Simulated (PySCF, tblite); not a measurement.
# C6H11NOSi: geometry, infrared bands and NMR shifts

Wanted: the infrared bands and NMR shifts of C6H11NOSi (`CO[C@@H]1C[C@@H](C#N)C[SiH2]1`), by calculation.

Computed with tblite 0.8.0 and PySCF 2.14.0, with density-fitted response routines of our own, on a single molecule in the gas phase. Atoms count from 0, in the outputs and in this text.

## 1. The starting structure

20 atoms, charge 0, multiplicity 1; geometry from: force field or distance geometry start.

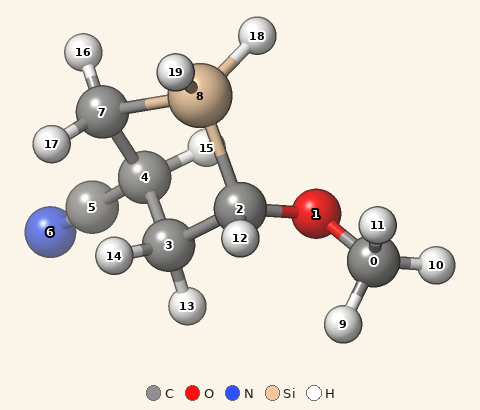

As it starts; carbon grey, oxygen red, nitrogen blue, silicon light orange, hydrogen white, atoms numbered; sticks join atoms by distance.

## 2. Geometry optimisation with GFN2-xTB

Job settings and geometry (Å):

```
{"job": {"kind": "relax", "xc": "GFN2-xTB", "basis": "xTB"}, "charge": 0, "multiplicity": 1}
C      2.860500    -0.109800    -0.504600
O      1.488000    -0.254100    -0.835100
C      0.792700     0.334200     0.215500
C     -0.179900    -0.708600     0.772700
C     -1.353700    -0.763400    -0.154600
C     -2.218300    -1.893500     0.042000
N     -2.892100    -2.794800     0.221300
C     -1.991300     0.587700     0.114700
Si    -0.468500     1.590100    -0.382700
H      3.015000    -0.622500     0.474800
H      3.486700    -0.502300    -1.302700
H      3.031000     0.969300    -0.370400
H      1.394600     0.769800     1.013400
H      0.312000    -1.681200     0.918400
H     -0.503900    -0.302800     1.749900
H     -0.925000    -0.693200    -1.185900
H     -2.850700     0.823300    -0.519600
H     -2.163100     0.685000     1.198900
H     -0.439800     1.726400    -1.821800
H     -0.399500     2.851100     0.352700
```

The run is started by

```
OMP_NUM_THREADS=1 python probes_run.py task.json out
```

One launch serves the whole session: the jobs run in the order shown.

The log of the run:

```text
step      E/eV     max force
  0    -737.24043    1.912
  1    -737.40679    1.845
  2    -737.40199    5.620
  3    -737.57323    0.808
  4    -737.64503    0.972
  5    -737.72712    1.283
  6    -737.75525    0.717
  7    -737.78720    0.566
  8    -737.81635    0.912
  9    -737.84976    0.726
 10    -737.87428    0.385
 11    -737.89469    0.349
 12    -737.91034    0.413
 13    -737.92223    0.347
 14    -737.93177    0.197
 15    -737.93958    0.179
 16    -737.94651    0.249
 17    -737.95297    0.226
 18    -737.95915    0.168
 19    -737.96544    0.210
 20    -737.97193    0.332
 21    -737.97845    0.347
 22    -737.98533    0.256
 23    -737.99308    0.196
 24    -738.00149    0.210
 25    -738.00925    0.205
 26    -738.01531    0.186
 27    -738.01986    0.164
 28    -738.02329    0.127
 29    -738.02576    0.097
 30    -738.02763    0.101
 31    -738.02927    0.139
 32    -738.03099    0.111
 33    -738.03291    0.142
 34    -738.03534    0.169
 35    -738.03841    0.141
 36    -738.04210    0.193
 37    -738.04532    0.146
 38    -738.04890    0.139
 39    -738.05142    0.093
 40    -738.05317    0.085
 41    -738.05451    0.110
 42    -738.05589    0.106
 43    -738.05740    0.118
 44    -738.05884    0.103
 45    -738.06000    0.070
 46    -738.06111    0.076
 47    -738.06221    0.068
 48    -738.06329    0.099
 49    -738.06429    0.126
 50    -738.06535    0.126
 51    -738.06660    0.087
 52    -738.06806    0.098
 53    -738.06930    0.083
 54    -738.07011    0.081
 55    -738.07068    0.065
 56    -738.07136    0.067
 57    -738.07226    0.072
 58    -738.07313    0.071
 59    -738.07396    0.064
 60    -738.07497    0.074
 61    -738.07648    0.094
 62    -738.07862    0.110
 63    -738.08089    0.105
 64    -738.08270    0.090
 65    -738.08380    0.124
 66    -738.08540    0.098
 67    -738.08702    0.100
 68    -738.09003    0.089
 69    -738.09131    0.085
 70    -738.09386    0.110
 71    -738.09622    0.132
 72    -738.09861    0.119
 73    -738.10155    0.102
 74    -738.10333    0.084
 75    -738.10479    0.080
 76    -738.10653    0.086
 77    -738.10820    0.081
 78    -738.10946    0.105
 79    -738.11066    0.072
 80    -738.11157    0.070
 81    -738.11273    0.055
 82    -738.11306    0.043
 83    -738.11344    0.034
 84    -738.11361    0.032
 85    -738.11384    0.043
 86    -738.11403    0.038
 87    -738.11420    0.025
 88    -738.11432    0.028
 89    -738.11442    0.039
 90    -738.11450    0.037
 91    -738.11456    0.026
 92    -738.11460    0.012
 93    -738.11462    0.012
 94    -738.11463    0.018
 95    -738.11465    0.015
 96    -738.11466    0.009
```

It took 0.83 s on 1 thread of Arm Neoverse V1, shared host; peak memory 0.18 GiB.

Step by step: (not every step is listed) (the energy doesn't fall at every step)

```csv
step,energy from step 0 (eV),largest force (eV/Å)
0,0.0000,1.9116
1,-0.1664,1.8455
2,-0.1616,5.6196
3,-0.3328,0.8076
4,-0.4046,0.9723
5,-0.4867,1.2829
6,-0.5148,0.7171
7,-0.5468,0.5663
8,-0.5759,0.9120
16,-0.7061,0.2489
24,-0.7611,0.2103
32,-0.7906,0.1105
40,-0.8127,0.0845
48,-0.8229,0.0989
56,-0.8309,0.0674
64,-0.8423,0.0905
72,-0.8582,0.1187
80,-0.8711,0.0705
88,-0.8739,0.0278
91,-0.8741,0.0262
92,-0.8742,0.0119
93,-0.8742,0.0119
94,-0.8742,0.0182
95,-0.8742,0.0150
96,-0.8742,0.0087
```

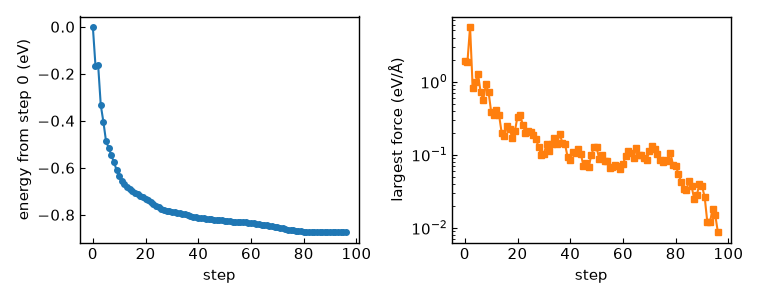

Energy and largest force along the relaxation.

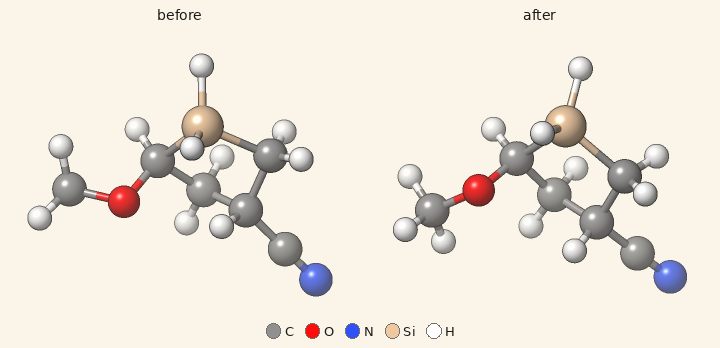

The geometry before (left) and after (right).

Close pairs (by a distance rule), those that changed most:

```csv
bond,before (Å),after (Å),change (Å)
C2–Si8,1.878,1.921,+0.043
C3–C4,1.497,1.535,+0.038
O1–C2,1.390,1.421,+0.031
C4–H15,1.119,1.096,-0.023
C7–Si8,1.890,1.910,+0.021
C4–C7,1.518,1.539,+0.021
C0–H9,1.116,1.096,-0.020
C0–O1,1.419,1.404,-0.015
```

The next job starts from the end point, and lists it.

## 3. Harmonic vibrations with GFN2-xTB

Job settings and geometry (Å):

```
{"job": {"kind": "ir", "xc": "GFN2-xTB", "basis": "xTB"}, "charge": 0, "multiplicity": 1}
C      2.721451    -0.329535    -0.597407
O      1.514658     0.351505    -0.822657
C      0.751677     0.637858     0.341769
C     -0.019913    -0.581596     0.858215
C     -1.192340    -0.813311    -0.105567
C     -2.054448    -1.867017     0.360928
N     -2.750123    -2.685764     0.754286
C     -1.967191     0.508745    -0.243359
Si    -0.605944     1.848633    -0.275749
H      2.562635    -1.350179    -0.230289
H      3.233922    -0.374248    -1.557037
H      3.347545     0.209695     0.124786
H      1.416852     1.019998     1.127637
H      0.611936    -1.469920     0.923576
H     -0.402593    -0.361694     1.857378
H     -0.784430    -1.100890    -1.081500
H     -2.606392     0.489044    -1.124117
H     -2.622719     0.632516     0.620746
H     -0.276232     2.322747    -1.613365
H     -0.883499     2.924090     0.678688
```

The log of the run:

```text
mode    cm-1     km/mol
  1      56.3      0.43
  2      84.4      4.53
  3      97.5      4.41
  4     132.3      6.87
  5     187.3      3.32
  6     200.7      6.43
  7     251.6      3.09
  8     319.4      2.94
  9     386.8      0.62
 10     405.3     13.10
 11     474.0     46.21
 12     511.4      7.92
 13     523.6     19.55
 14     533.1      1.23
 15     572.4      9.67
 16     652.2    170.23
 17     742.8    129.41
 18     756.2     94.88
 19     761.5     78.98
 20     782.6    119.60
 21     875.6      8.54
 22     895.8      7.34
 23     988.0     17.49
 24    1015.5     14.59
 25    1049.0      6.97
 26    1063.2     21.37
 27    1092.9     56.43
 28    1117.2     15.44
 29    1131.3      3.73
 30    1146.1      0.76
 31    1182.3     13.45
 32    1186.9     12.40
 33    1213.1      2.72
 34    1260.9      2.14
 35    1283.0      0.69
 36    1314.9     10.75
 37    1322.1      6.63
 38    1408.4      1.70
 39    1468.8      3.04
 40    1475.1      1.16
 41    1483.9      7.58
 42    1490.6      3.14
 43    2260.1    316.38
 44    2328.8    265.63
 45    2403.3    240.17
 46    2866.3     69.01
 47    2899.2     55.93
 48    2923.0     46.61
 49    2926.8     10.61
 50    2971.7     33.11
 51    2979.9     36.57
 52    2984.9     38.57
 53    3015.5     21.03
 54    3022.0     23.47
```

Run time: 0.88 s. Hardware: 1 thread of Arm Neoverse V1, shared host; peak memory 0.18 GiB.

The strongest bands and the atoms that carry them (share of the mass-weighted mode):

```csv
cm⁻¹,km/mol,atoms
652,170.2,"H19 43 %, H18 41 %"
743,129.4,"H18 39 %, H19 37 %, C2 11 %"
756,94.9,"C2 23 %, C7 18 %, Si8 14 %, H16 12 %"
762,79.0,"C7 38 %, H17 23 %, Si8 20 %"
783,119.6,"H16 20 %, C7 17 %, C2 14 %, Si8 14 %"
2260,316.4,H19 97 %
2329,265.6,H18 97 %
2403,240.2,"C5 60 %, N6 39 %"
```

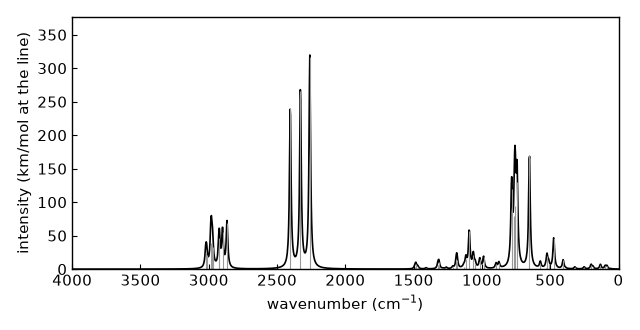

The infrared spectrum from these modes, unscaled. Lines are broadened to a width of 14 cm⁻¹ (Lorentzian).

## 4. Shielding tensors: PBE0/pcSseg-1

Same as in step 3 but for these lines:

```diff
@@ -1,2 +1,2 @@
-{"job": {"kind": "ir", "xc": "GFN2-xTB", "basis": "xTB"}, "charge": 0, "multiplicity": 1}
+{"job": {"kind": "nmr", "xc": "PBE0", "basis": "pcSseg-1"}, "charge": 0, "multiplicity": 1}
 C      2.721451    -0.329535    -0.597407
```

Level: GIAO PBE0/pcSseg-1 NMR shielding, non-relativistic, gas phase.

The log of the run:

```text
coarse grid: 17112 points
cycle   1  E = -653.9322193319  dE =  1.143e+00  |g| = 6.611e-01  |ddm| = 4.048e+00
cycle   2  E = -653.7684129719  dE =  1.638e-01  |g| = 1.125e+00  |ddm| = 1.612e+00
cycle   3  E = -654.0182383158  dE = -2.498e-01  |g| = 1.933e-01  |ddm| = 1.077e+00
cycle   4  E = -654.0251241100  dE = -6.886e-03  |g| = 8.512e-02  |ddm| = 1.961e-01
cycle   5  E = -654.0265814749  dE = -1.457e-03  |g| = 1.986e-02  |ddm| = 7.837e-02
cycle   6  E = -654.0266568671  dE = -7.539e-05  |g| = 5.321e-03  |ddm| = 2.000e-02
cycle   7  E = -654.0266628203  dE = -5.953e-06  |g| = 1.232e-03  |ddm| = 5.184e-03
final grid: 160472 points
cycle   8  E = -654.0911461899  dE = -3.608e-05  |g| = 1.299e-02  |ddm| = 3.359e-02
cycle   9  E = -654.0911114978  dE =  3.469e-05  |g| = 1.874e-02  |ddm| = 2.298e-02
cycle  10  E = -654.0911804362  dE = -6.894e-05  |g| = 1.714e-03  |ddm| = 1.402e-02
cycle  11  E = -654.0911810029  dE = -5.667e-07  |g| = 5.332e-04  |ddm| = 1.783e-03
cycle  12  E = -654.0911810480  dE = -4.513e-08  |g| = 2.568e-04  |ddm| = 4.950e-04
cycle  13  E = -654.0911810618  dE = -1.382e-08  |g| = 5.411e-05  |ddm| = 2.329e-04
cycle  14  E = -654.0911810624  dE = -6.173e-10  |g| = 1.453e-05  |ddm| = 5.984e-05
converged SCF energy = -654.0911810624

GIAO shielding tensors (ppm)
atom      isotropic    diamagn.    paramagn.     s11        s22        s33       span
  0 C      127.187     243.901    -116.713     87.470    109.596    184.495     97.024
  1 O      315.036     398.027     -82.992    294.528    313.697    336.882     42.355
  2 C      110.150     249.833    -139.683     84.921     90.554    154.975     70.054
  3 C      147.748     249.992    -102.244    128.749    147.784    166.713     37.964
  4 C      160.622     248.586     -87.964    136.771    168.230    176.864     40.093
  5 C       58.734     258.708    -199.974    -62.752    -57.967    296.921    359.673
  6 N      -28.644     340.617    -369.261   -190.853   -182.674    287.594    478.447
  7 C      171.429     251.158     -79.729    153.085    164.163    197.038     43.954
  8 Si     370.936     879.698    -508.762    319.393    377.935    415.481     96.088
  9 H       28.046      30.189      -2.143     23.276     26.618     34.244     10.968
 10 H       27.909      28.277      -0.369     23.667     25.152     34.907     11.240
 11 H       28.786      28.671       0.115     24.772     26.176     35.410     10.638
 12 H       28.174      32.467      -4.293     24.622     28.081     31.818      7.197
 13 H       28.953      32.499      -3.546     23.834     28.906     34.119     10.285
 14 H       30.701      32.870      -2.168     26.297     29.211     36.597     10.301
 15 H       29.148      30.963      -1.815     24.909     28.469     34.065      9.156
 16 H       30.235      29.197       1.038     25.618     27.497     37.591     11.974
 17 H       30.814      30.318       0.496     25.924     28.908     37.610     11.686
 18 H       27.565      28.824      -1.259     24.008     25.423     33.263      9.255
 19 H       27.309      28.629      -1.320     23.956     24.660     33.311      9.355
```

Run time: 53 s. Hardware: 1 thread of Arm Neoverse V1, shared host; peak memory 0.97 GiB.

Shifts follow as δ = σ(reference) − σ, with reference shieldings (ppm) from runs at the same level and on the same kind of geometry: ¹H TMS 31.72, ¹³C TMS 186.9, ²⁹Si TMS 349.2, ¹⁵N NH3 267.7, ¹⁷O H2O 336.1. The references are single molecules in the gas phase, so shifts against H2O, NH3, PH3, H3PO4 or CFCl3 are not on the usual liquid scales and can be off by tens of ppm. Atoms listed in one row are averaged.

```csv
atoms,environment,σ (ppm),δ (ppm),δ scaled to CDCl3
C5,nitrile carbon,58.7,128.2,123.2
C2,sp3 CH bonded to O and Si,110.1,76.8,73.0
C0,methyl carbon bonded to O,127.2,59.7,56.4
C3,sp3 CH2 in a ring,147.7,39.2,36.3
C4,sp3 CH α to a nitrile,160.6,26.3,23.8
C7,sp3 CH2 bonded to Si,171.4,15.5,13.2
H19,"hydrogen on a silicon bonded to 2 C, in a 5-membered ring",27.31,4.41,–
H18,"hydrogen on a silicon bonded to 2 C, in a 5-membered ring",27.56,4.15,–
H12,hydrogen on an sp3 CH bonded to O and Si,28.17,3.54,3.45
"H9, H10, H11",hydrogen on a methyl carbon bonded to O,28.25,3.47,3.38
H13,hydrogen on an sp3 CH2 in a ring,28.95,2.76,2.71
H15,hydrogen on an sp3 CH α to a nitrile,29.15,2.57,2.53
H16,hydrogen on an sp3 CH2 bonded to Si,30.24,1.48,1.50
H14,hydrogen on an sp3 CH2 in a ring,30.70,1.02,1.06
H17,hydrogen on an sp3 CH2 bonded to Si,30.81,0.90,0.96
O1,ether oxygen,315.0,21.0,–
N6,nitrile nitrogen,-28.6,296.4,–
Si8,"silicon bonded to 2 C, 2 H, in a 5-membered ring",370.9,-21.8,–
```

The scaled column applies a straight-line fit of computed shieldings to shifts measured in CDCl3 (root-mean-square error 0.16 ppm for H, 1.9 ppm for C).

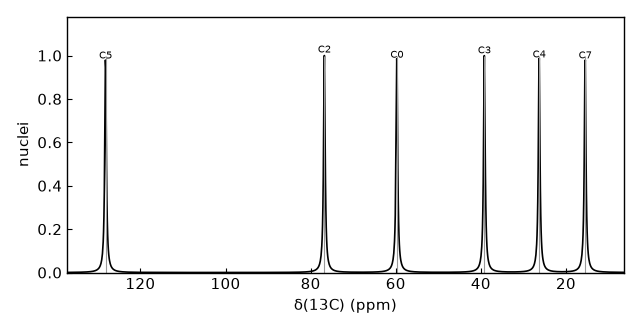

¹³C lines at the computed shifts, without couplings. Lines are broadened to a width of 0.45 ppm (Lorentzian).

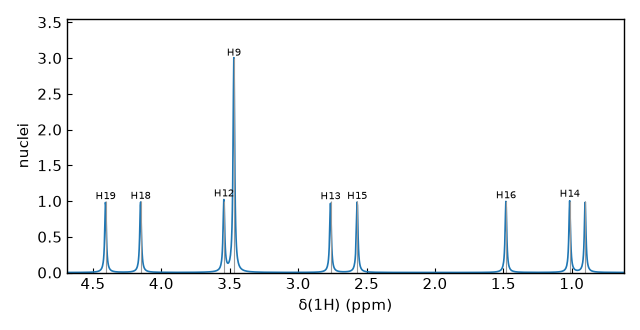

¹H lines at the computed shifts, without couplings. Lines are broadened to a width of 0.01 ppm (Lorentzian).

Charges from the same density, by scheme (e):

```csv
atoms,Mulliken,IAO,Hirshfeld,ESP fit
C0,-0.02,-0.20,-0.04,-0.18
O1,-0.52,-0.40,-0.14,-0.29
C2,-0.22,-0.18,-0.04,-0.06
C3,-0.12,-0.26,-0.07,-0.22
C4,-0.32,-0.14,-0.01,0.25
C5,0.15,0.14,0.08,0.21
N6,-0.25,-0.26,-0.24,-0.45
C7,-0.47,-0.53,-0.15,-0.42
Si8,0.72,0.75,0.35,0.45
```

IAO charges:

C0 -0.20; O1 -0.40; C2 -0.18; C3 -0.26; C4 -0.14; C5 0.14; N6 -0.26; C7 -0.53; Si8 0.75; H9 0.12; H10 0.16; H11 0.12; H12 0.12; H13 0.15; H14 0.15; H15 0.17; H16 0.16; H17 0.16; H18 -0.10; H19 -0.12

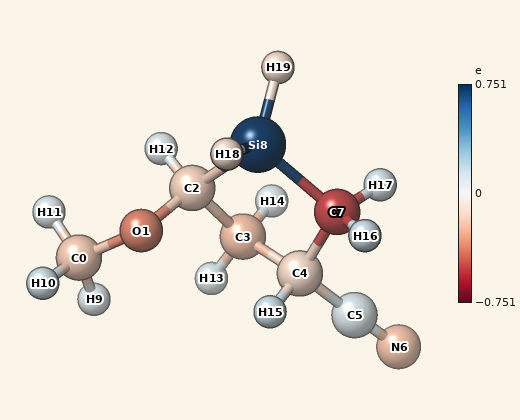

IAO charges, as colours on the atoms.

Mayer bond orders: C0–O1 0.93, O1–C2 0.87, C2–C3 1.02, C3–C4 0.96, C4–C5 1.00, C5–N6 3.08, C4–C7 0.99, C7–Si8 0.91, Si8–C2 0.84.

Ring of atoms C2, C3, C4, C7, Si8: NICS(0) -5.0, NICS(1) -4.1, NICS(1)zz -2.3 ppm (means of both faces).

## 5. Results

```
                                                              quantity                                                     value
                             strongest single infrared mode (GFN2-xTB)                                     2260 cm⁻¹, 316 km/mol
                                          zero-point energy (GFN2-xTB)                                             97.9 kcal/mol
                                ¹³C shifts against TMS (PBE0/pcSseg-1)                   128.2, 76.8, 59.7, 39.2, 26.3, 15.5 ppm
¹H shifts against TMS (PBE0/pcSseg-1, means over atoms taken as alike)  4.41, 4.15, 3.54, 3.47, 2.76, 2.57, 1.48, 1.02, 0.90 ppm
                                ¹⁷O shifts against H2O (PBE0/pcSseg-1)                                                  21.0 ppm
                                ¹⁵N shifts against NH3 (PBE0/pcSseg-1)                                                 296.4 ppm
                               ²⁹Si shifts against TMS (PBE0/pcSseg-1)                                                 -21.8 ppm
```

In words: The optimisation took 96 steps and gained 0.874 eV; among the close pairs (by a distance rule), C2–Si8 changed most, from 1.878 to 1.921 Å. All 54 modes are real, so the xTB geometry is a minimum. The strongest single mode, at 2260 cm⁻¹, moves mainly H19. Unscaled tight-binding wavenumbers are off by several per cent, some by more. Its intensities can rank the bands wrongly. At PBE0/pcSseg-1: The largest span, 478 ppm, is at N6, where the paramagnetic term is -369 ppm.
